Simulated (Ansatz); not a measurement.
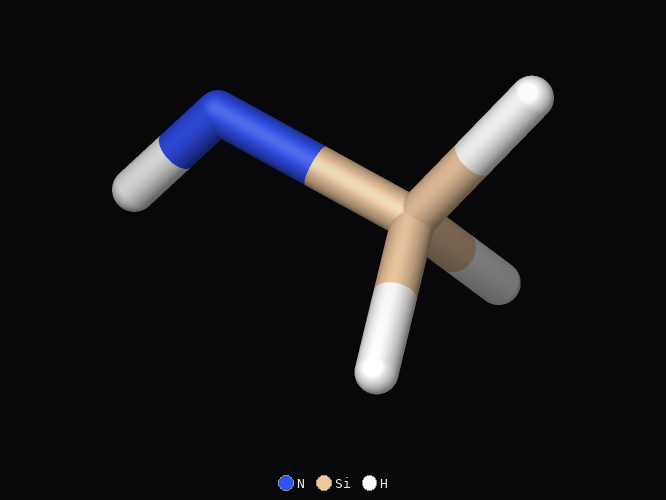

A stick model of a molecule.

State: neutral, doublet.

Give the formula.

Answer. H4NSi, 6 atoms: 4 hydrogen, 1 nitrogen and 1 silicon.

How many bonds of each kind are drawn?

Answer. 3 Si–H, 1 N–Si, 1 N–H. Sticks follow a distance rule.

The parts below concern this one geometry. Atoms keep their numbers from picture to picture. The geometry was computed by an optimisation with PBE0-D4/def2-TZVP.

Geometry

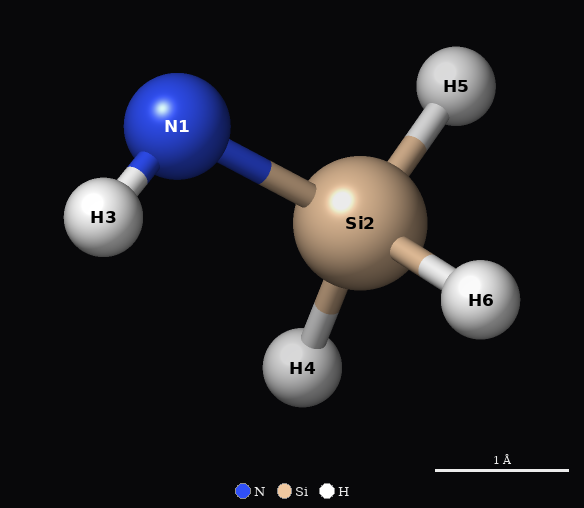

The atoms are numbered.

Estimate the angles Si2–N1–H3, N1–Si2–H4, N1–Si2–H5, N1–Si2–H6, H4–Si2–H5, H4–Si2–H6, H5–Si2–H6.

```csv
angle,degrees
Si2–N1–H3,112.0
N1–Si2–H4,110.5
N1–Si2–H5,109.2
N1–Si2–H6,109.4
H4–Si2–H5,109.5
H4–Si2–H6,108.6
H5–Si2–H6,109.5
```

Dipole moment

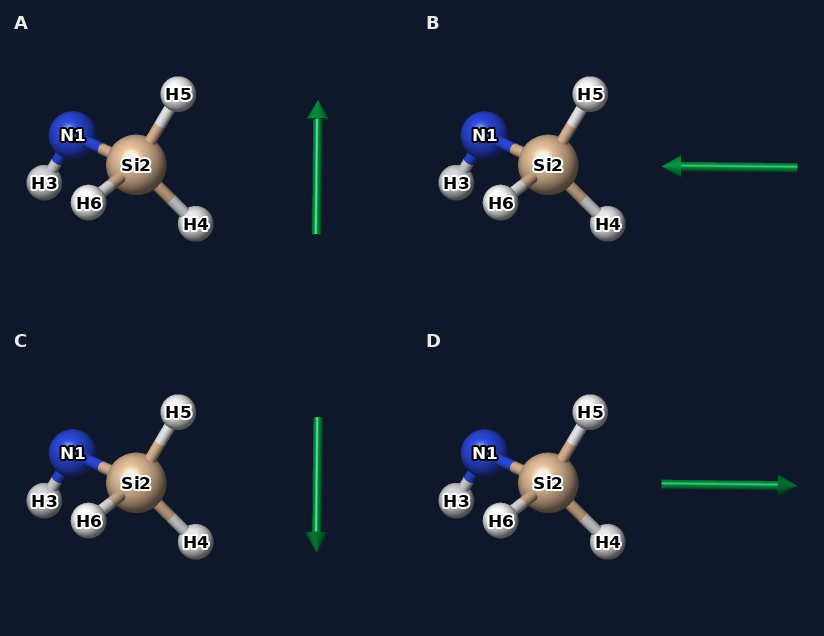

The same molecule four times, each with an arrow. Level of theory: UKS PBE0-D4/def2-TZVP (Ansatz 0.2.0).

Which arrow points along the dipole moment, from the negative to the positive end?

Answer. C. The dipole moment is 1.41 D; it points from the side of H5 to the side of H4, H6 (the outermost atoms at the two ends).

Electronic properties

Method: UHF-CCSD(T), frozen core/def2-TZVPP (Ansatz 0.2.0).

Estimate the T1 diagnostic.

Answer. 0.015.

What is the ⟨S²⟩ of the determinant?

Answer. 0.759.

Vibrations

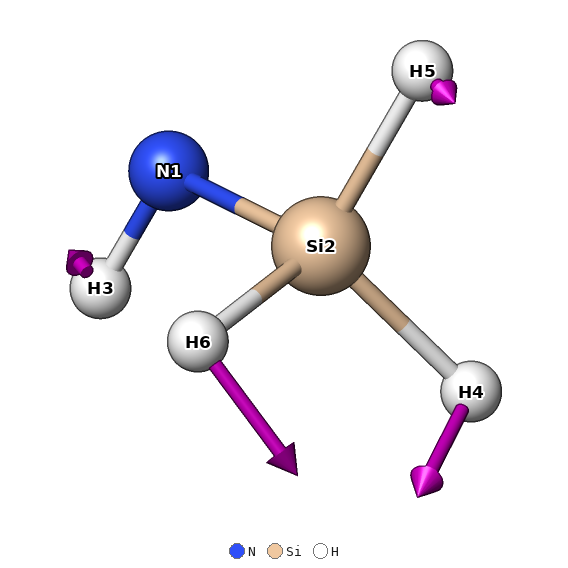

The arrows show one normal mode. Harmonic vibrations computed with UKS PBE0-D4/def2-TZVP (Ansatz 0.2.0) at a stationary point of the same level.

Describe the motion.

Answer. Mostly H–Si–H bending.

At what wavenumber does it lie?

Answer. 909 cm⁻¹; it is mode 6 of 12 counted from the lowest.
